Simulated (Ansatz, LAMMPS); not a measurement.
# Relaxing Zn2+ BF4- in sulfolane, from a frame at 300 K (191 atoms), part 3 of 3

Aim: bring Zn2+ BF4- in sulfolane, from a frame at 300 K (191 atoms) to a nearby minimum of the energy and see what moves.

Ansatz 0.2.0; Kohn-Sham DFT, PBE+D3(BJ), PAW (set soft_2), plane waves.

The cell: 24 O, 12 S, 48 C, 96 H, 2 B, 8 F and 1 Zn. The network of contacts between molecules at the start is that of the classical potential that made the cell. The density was typed from a rule of thumb and may lie off the real one at this temperature. Only the Γ point is sampled, in a cell whose shortest periodic width is 13 Å.

So far. Step 4 (Relaxation): The relaxation changed the energy by -53.9 meV/atom, and atoms moved by 0.79 Å r.m.s., 2.0 Å at most.

### Step 6. Single point at the relaxed geometry

One more single point at the end of the walk gives the fuller output and checks the residual forces.

The input, input.yaml:

```yaml
crystal:
  lattice:
    - [12.72088, 0.0, 0.0]
    - [0.0, 12.72088, 0.0]
    - [0.0, 0.0, 12.72088]
  atoms:
    - { symbol: O, position: [0.56602, 0.66512, 0.72405] }
    - { symbol: S, position: [0.61002, 0.7567, 0.67004] }
    - { symbol: O, position: [0.61329, 0.75263, 0.55488] }
    - { symbol: C, position: [0.55002, 0.87844, 0.71047] }
    - { symbol: C, position: [0.64112, 0.95614, 0.70408] }
    - { symbol: C, position: [0.73411, 0.90205, 0.75977] }
    - { symbol: C, position: [0.74101, 0.78849, 0.71977] }
    - { symbol: H, position: [0.48314, 0.89479, 0.65908] }
    - { symbol: H, position: [0.52242, 0.86701, 0.79138] }
    - { symbol: H, position: [0.62141, 0.0303, 0.74319] }
    - { symbol: H, position: [0.65942, 0.9734, 0.62132] }
    - { symbol: H, position: [0.80863, 0.9431, 0.74572] }
    - { symbol: H, position: [0.71954, 0.90284, 0.84474] }
    - { symbol: H, position: [0.79523, 0.77957, 0.65359] }
    - { symbol: H, position: [0.76058, 0.73091, 0.78059] }
    - { symbol: O, position: [0.19897, 0.42397, 0.95593] }
    - { symbol: S, position: [0.17021, 0.45466, 0.06266] }
    - { symbol: O, position: [0.18752, 0.56608, 0.09271] }
    - { symbol: C, position: [0.03534, 0.41764, 0.08624] }
    - { symbol: C, position: [0.04081, 0.31472, 0.14969] }
    - { symbol: C, position: [0.15404, 0.27084, 0.14607] }
    - { symbol: C, position: [0.22753, 0.36516, 0.15549] }
    - { symbol: H, position: [0.99596, 0.48191, 0.12794] }
    - { symbol: H, position: [0.00207, 0.40829, 0.00734] }
    - { symbol: H, position: [0.98459, 0.25743, 0.11842] }
    - { symbol: H, position: [0.02056, 0.33112, 0.23182] }
    - { symbol: H, position: [0.16729, 0.21654, 0.21152] }
    - { symbol: H, position: [0.16861, 0.22894, 0.07188] }
    - { symbol: H, position: [0.2227, 0.4022, 0.23345] }
    - { symbol: H, position: [0.30962, 0.35273, 0.13271] }
    - { symbol: O, position: [0.61449, 0.34556, 0.72064] }
    - { symbol: S, position: [0.63613, 0.32759, 0.60877] }
    [... 153 atom lines left out ...]
    - { symbol: B, position: [0.51262, 0.84776, 0.05789] }
    - { symbol: F, position: [0.56856, 0.88692, 0.97232] }
    - { symbol: F, position: [0.45421, 0.75529, 0.0213] }
    - { symbol: F, position: [0.44021, 0.9211, 0.09692] }
    - { symbol: F, position: [0.5809, 0.81433, 0.13805] }
    - { symbol: Zn, position: [0.31616, 0.66634, 0.05481] }
kpoints:
  mp_grid: { grid: [1, 1, 1] }
hamiltonian:
  xc: pbe
  dispersion: d3bj
scf:
  occupations: { method: fixed }
output:
  forces: true
  stress: true
  populations: true
  dos:
    method: { smearing: { sigma: 0.1 } }
    de: 0.1
    projected: { site_lists: { B: [B], C: [C], F: [F], H: [H], O: [O] } }
  eigenvalues: true
  write_density: true
  write_potential: true
  volumetric_format: npy
```

The run is started by

```bash
> ansatz run input.yaml --threads 4 --pin off --max-ram 8192MiB --backend cpu --events-out ev --progress --plain --runs-dir out
```

Numbers of over 12 decimals in the logs are rounded to 6 here.

Output:

```text
[...]
Crystal: 191 atoms, lattice volume = 2058.503 Å³
Basis set: ecut = 420 eV, 40243 PW (Γ), exchange–correlation on 180×180×180 points (8 copies of the dense FFT grid, shifted against one another)
Bands: 480, of which v1, the nominal top of the filled ones, is band 289 counted from 1 (288 counted from 0)
Symmetry: 1 space group operations
[...]
k-points: 1
[...]
SCF iter   1: F=—  HF=-48131.155378 eV  |F-HF|=—  |Δ(HF+E_count)|=         —  Δρ=6.36e-3  dr2=1.05e0  ethr=1.77e-3  ⟨swp⟩=5.0  Hψ=1788  notcnv=0  defer=189
[...]
SCF iter  11: F=-48130.874262 eV  HF=-48130.874262 eV  |F-HF|=2.39e-8  |Δ(HF+E_count)|=   2.22e-8  Δρ=1.13e-6  dr2=2.47e-8  ethr=1.73e-11  ⟨swp⟩=9.0  Hψ=2829  notcnv=0
SCF 1 converged in 11 iterations: F = -48130.874262 eV  dr2 = 2.47e-8
[...]
WARN: The input density's exchange-correlation potential varies sharply where the density is thin. Do not read a vacuum level from v_tot or v_xc, or from such a field of the output density. On a cell that repeats whose density bears no net charge and no dipole along the vacuum's axis use v_es (v_loc + v_h of the components); [...]
SCF converged after 11 iterations
Free energy (F): -48130.874262 eV
[...]
Internal energy: -48130.874262 eV  (E = F + TS)
E sigma→0 (E₀):  -48130.874262 eV
Fermi energy:    -0.745128 eV
[...]
--- Forces (eV/Å), atoms counted from 1 ---
  atom   1  O      0.00233580    -0.00163936     0.00180788
  atom   2  S     -0.00109918     0.00779760    -0.00168167
  atom   3  O     -0.00326551     0.00022403    -0.00086624
  atom   4  C      0.00102606    -0.00433113    -0.00131127
  atom   5  C     -0.00007913    -0.00007662     0.00242934
  atom   6  C     -0.00089462    -0.00007634    -0.00048924
  atom   7  C      0.00343696    -0.00077999    -0.00016097
  atom   8  H      0.00025314     0.00136284    -0.00175344
  atom   9  H     -0.00130644     0.00023319     0.00156210
  atom  10  H     -0.00109059    -0.00013278    -0.00020796
  atom  11  H      0.00059991     0.00080724    -0.00461044
  atom  12  H     -0.00133890    -0.00064864     0.00031814
  atom  13  H     -0.00004073    -0.00040943     0.00074809
  atom  14  H     -0.00072182     0.00024486     0.00226348
[...]
atom 190  F     -0.00330350     0.00094560    -0.00233055
  atom 191  Zn    -0.00425733     0.00580019     0.00186265
  max |Σ_I F_I| component: 3.90e-5 eV/Å
--- Stress (GPa, compression-positive) ---
       -0.332728      -0.018694      -0.028256
       -0.018693      -0.220485       0.084822
       -0.028255       0.084824      -0.096054
  P = ⅓ Tr σ = -0.2164 GPa (-2.164 kbar)
--- Band table (eV) ---
[...]
--- Löwdin populations: 191 sites ---
  site symbol       q [e]
     0      O      6.7587
     1      S      3.9517
     2      O      6.7610
[...]
190     Zn     10.4679
  spilling = 0.016494 (of n_electrons = 578.000000)
```

Wall time 43 s (4 threads of Intel Xeon Platinum 8259CL at 2.50GHz (Skylake/Cascade Lake), shared host); peak memory 3.1 GiB; 2.6 min of CPU time.

The program notes that the exchange-correlation potential is rough where the density is thin.

The run gave:

* free energy: -48130.8743 eV
* free energy per atom: -251.9941 eV/atom
* SCF cycles: 11
* pressure: -0.2164 GPa
* r.m.s. force component: 0.00471 eV/Å
* longest force: 0.04155 eV/Å
* Fermi energy: -0.7451 eV
* gap (highest filled to lowest empty level): 5.315 eV
* spilling of the projection: 0.01649

Löwdin charges by element and coordination (they lack the spilled electrons, 0.050 e an atom on average):

| element | coordination | atoms | mean charge (e) | spread | least | most |
| --- | --- | --- | --- | --- | --- | --- |
| B | all | 2 | 0.877 | 8.0e-4 | 0.876 | 0.878 |
| C | all | 48 | -0.360 | 0.0915 | -0.461 | -0.259 |
| F | all | 8 | -0.387 | 0.0166 | -0.421 | -0.364 |
| F | 1 | 7 | -0.382 | 0.011 | -0.397 | -0.364 |
| F | 2 | 1 | -0.421 | 0 | -0.421 | -0.421 |
| H | all | 96 | 0.211 | 0.019 | 0.170 | 0.249 |
| O | all | 24 | -0.761 | 0.0277 | -0.812 | -0.712 |
| O | 1 | 19 | -0.749 | 0.0151 | -0.765 | -0.712 |
| O | 2 | 5 | -0.808 | 0.0048 | -0.812 | -0.799 |
| S | all | 12 | 2.05 | 0.0072 | 2.04 | 2.06 |
| Zn | all | 1 | 1.53 | 0 | 1.53 | 1.53 |

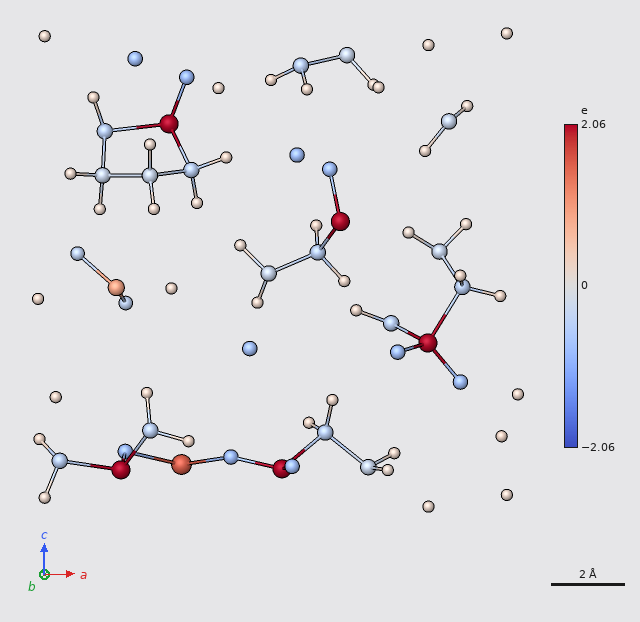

Atoms coloured by Löwdin charge. Drawn is a slice 4 Å thick, seen along the normal of the ac plane. Bonds to atoms that aren't drawn are left out.

States in the cell by windows of 1 eV, zero at the Fermi level; the larger projections on atomic orbitals stand beside the total:

| from (eV) | to (eV) | total | C p | O p | H s | F p | C s |
| --- | --- | --- | --- | --- | --- | --- | --- |
| -18 | -16 | 0.0 | 0.0 | 0.0 | 0.0 | 0.0 | 0.0 |
| -16 | -15 | 0.5 | 0.1 | 0.0 | 0.1 | 0.0 | 0.3 |
| -15 | -14 | 23.5 | 2.4 | 0.0 | 3.5 | 0.0 | 12.6 |
| -14 | -13 | 0.0 | 0.0 | 0.0 | 0.0 | 0.0 | 0.0 |
| -13 | -12 | 14.6 | 1.4 | 0.1 | 3.2 | 0.0 | 8.3 |
| -12 | -11 | 25.3 | 3.7 | 0.5 | 4.3 | 0.0 | 10.7 |
| -11 | -10 | 8.1 | 1.5 | 0.2 | 1.2 | 0.0 | 2.8 |
| -10 | -9 | 0.0 | 0.0 | 0.0 | 0.0 | 0.0 | 0.0 |
| -9 | -8 | 33.3 | 9.0 | 2.4 | 7.7 | 0.0 | 8.7 |
| -8 | -7 | 16.6 | 3.8 | 1.6 | 3.1 | 1.3 | 2.8 |
| -7 | -6 | 24.8 | 9.6 | 4.2 | 3.2 | 1.8 | 0.3 |
| -6 | -5 | 45.5 | 15.5 | 9.1 | 5.4 | 4.7 | 0.5 |
| -5 | -4 | 80.3 | 28.9 | 15.9 | 12.0 | 5.2 | 1.2 |
| -4 | -3 | 32.9 | 13.2 | 5.7 | 5.4 | 3.2 | 0.2 |
| -3 | -2 | 82.9 | 43.7 | 9.8 | 14.7 | 11.6 | 0.6 |
| -2 | -1 | 73.0 | 14.7 | 32.4 | 8.7 | 14.1 | 0.2 |
| -1 | 0 | 51.6 | 10.4 | 33.3 | 2.9 | 2.4 | 0.3 |
| 0 | 1 | 1.0 | 0.4 | 0.5 | 0.1 | 0.0 | 0.0 |
| 1 | 5 | 0.0 | 0.0 | 0.0 | 0.0 | 0.0 | 0.0 |

With fixed occupations the program's Fermi level is the highest filled level; weight inside the gap is the broadening of levels at its edges.

Between -24 and -18 eV lie 64 more states.

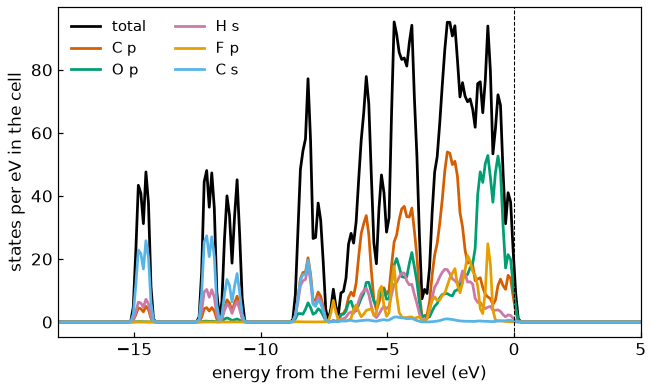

Total and projected density of states, with the broadening of the input.

Not all projections were asked for or kept, so they needn't add up to the total.

The levels nearest the highest filled one (over half full), pooled over k-points and spins:

| level less the highest filled one (eV) | occupation |
| --- | --- |
| -0.264 | 2 |
| -0.206 | 2 |
| -0.190 | 2 |
| -0.167 | 2 |
| -0.0856 | 2 |
| 0 | 2 |
| 5.32 | 0 |
| 5.72 | 0 |
| 5.76 | 0 |
| 5.97 | 0 |
| 6.08 | 0 |
| 6.11 | 0 |

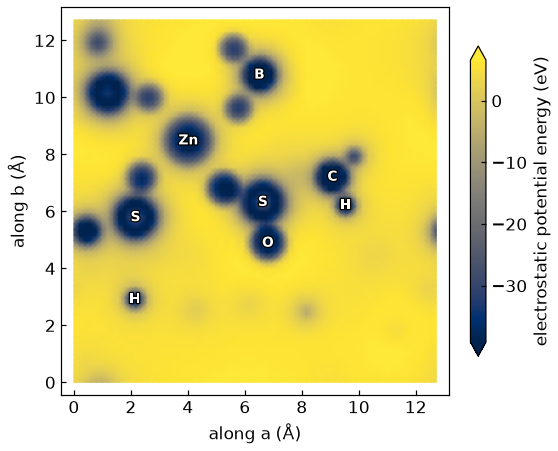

Electrostatic potential energy in the ab plane at fractional z = 0.059, with atoms of S and H and O and C and B and Zn within 0.2 Å of it. With pseudopotentials it is smooth inside the atoms' cores, unlike the true potential.

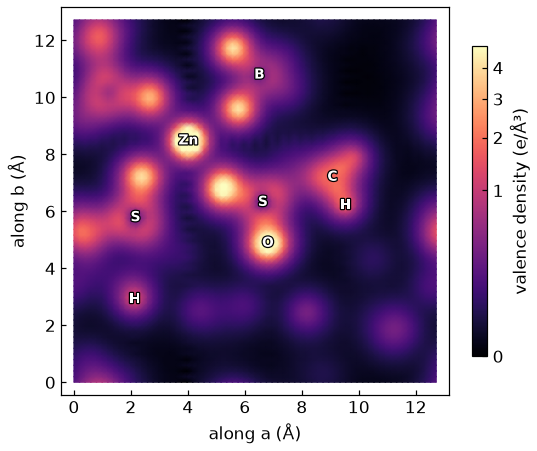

Valence density in the ab plane at fractional z = 0.059, with atoms of S and H and O and C and B and Zn within 0.2 Å of it. It is the smooth field of the valence electrons, not physical close to the nuclei. The colour scale is stretched toward low values.

Mean Löwdin charges: B +0.88, C -0.36, F -0.39, H +0.21, O -0.76, S +2.05 e (they miss 1.6 % of the electrons, so they add up to more than the cell's charge).

A closer look about H159, picked at random: 13 atoms, nearest first, numbered in the order of the input, with positions taken from that point.

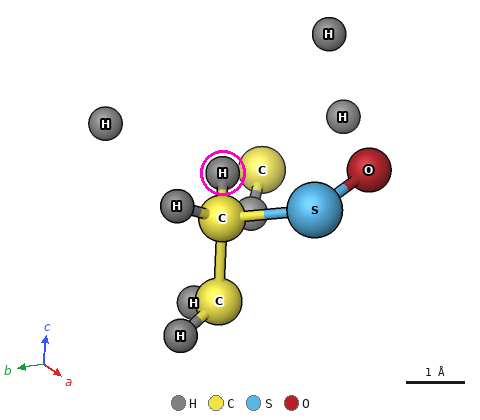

The atoms of the table, within 3.1 Å (arrows a, b, c point along x, y, z); some may hide others; the central atom is ringed.

| atom | x | y | z | distance (Å) | bonds | Löwdin charge (e) |
| --- | --- | --- | --- | --- | --- | --- |
| H159 | 0.00 | 0.00 | 0.00 | 0.00 | 1 | 0.20 |
| C154 | -0.32 | -0.27 | -1.01 | 1.10 | 4 | -0.46 |
| H158 | -1.38 | -0.02 | -1.15 | 1.80 | 1 | 0.22 |
| C155 | 0.58 | 0.29 | -2.13 | 2.23 | 4 | -0.28 |
| H115 | -0.99 | 1.84 | 0.85 | 2.26 | 1 | 0.18 |
| S152 | -0.18 | -2.08 | -1.10 | 2.36 | 4 | 2.06 |
| H24 | 2.21 | 0.82 | 0.24 | 2.38 | 1 | 0.20 |
| H160 | 1.15 | 1.16 | -1.79 | 2.42 | 1 | 0.19 |
| O151 | 0.75 | -2.53 | -0.07 | 2.64 | 1 | -0.76 |
| H25 | 1.99 | -1.10 | 1.65 | 2.81 | 1 | 0.20 |
| H161 | -0.05 | 0.60 | -2.97 | 3.03 | 1 | 0.20 |
| H85 | -0.07 | -2.05 | 2.24 | 3.04 | 1 | 0.18 |
| C19 | 2.64 | 0.94 | 1.24 | 3.06 | 4 | -0.45 |

The column of bonds counts only the pairs H-C within 1.34 Å, C-C within 1.85 Å, C-S within 2.21 Å, O-S within 1.88 Å, O-Zn within 2.50 Å, F-B within 1.72 Å, F-Zn within 2.38 Å; other neighbours, such as metal atoms beside each other in a compound, aren't counted, and periodic images can show an atom twice.

### Step 7. Summary of results

* energy change in the relaxation: -53.92 meV/atom
* r.m.s. displacement: 0.789 Å
* largest displacement: 1.984 Å
* free energy per atom: -251.9941 eV/atom
* pressure: -0.2164 GPa
* r.m.s. force component: 0.00471 eV/Å
* gap (highest filled to lowest empty level): 5.315 eV
* wall time of the 3 DFT runs: 11 min

What this shows: Relaxation lowers the energy by 53.9 meV/atom and moves atoms by 0.79 Å r.m.s.; the r.m.s. force component goes from 0.93 to 0.0047 eV/Å, the pressure goes from 3.4 to -0.22 GPa, and the gap from 5.04 to 5.32 eV. By the final cutoffs no bond was broken or made. From the first step to the last the energy fell by 10.298 eV, and the largest move was 1.98 Å (H148, with 1 other atom within 2 % of it). The O-Zn bonds go from 1.952 Å (spread 0.063) to 2.095 Å (spread 0.022). With the cutoffs above, all B atoms have 4, all C atoms have 4, 88 % of F atoms have 1 and all H atoms have 1 bonded neighbour. Between filled and empty levels lie 5.32 eV (at Γ alone); a semilocal functional tends to put such gaps too low. In a disordered cell it changes from sample to sample and from frame to frame.

Caveats: The network of contacts between molecules at the start is that of the classical potential that made the cell; in DFT atoms moved by 0.79 Å r.m.s.

[Logs are printed without paths, hosts, clocks, repeated set-up lines and the standing remarks that a program may print on its own settings, such as how far it seeks lower states.]

[Hosts, paths, dates, database ids (printed as entryN), source tags and the programs' standing remarks are cut or masked in the printed files.]
